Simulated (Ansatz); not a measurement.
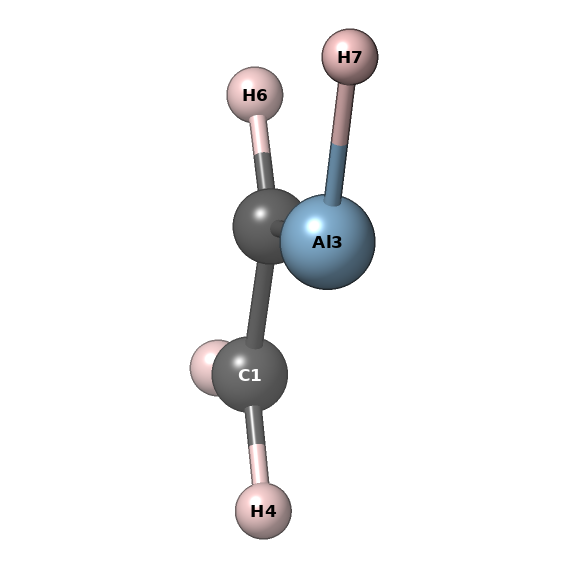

C2 lies behind Al3. The molecule seen a little off the Al3–C2 bond, Al3 in front. Depth is shown by fading: the farther an atom, the more it takes the colour of the background. Charge 0, doublet. Computed geometry: PBE0-D4/def2-TZVP optimisation. No frequency run is at hand to confirm it as a minimum.

### What is the torsion angle H7–Al3–C2–C1? The sign is positive where the front bond must turn clockwise to cover the back bond.

180°, antiperiplanar (anti).
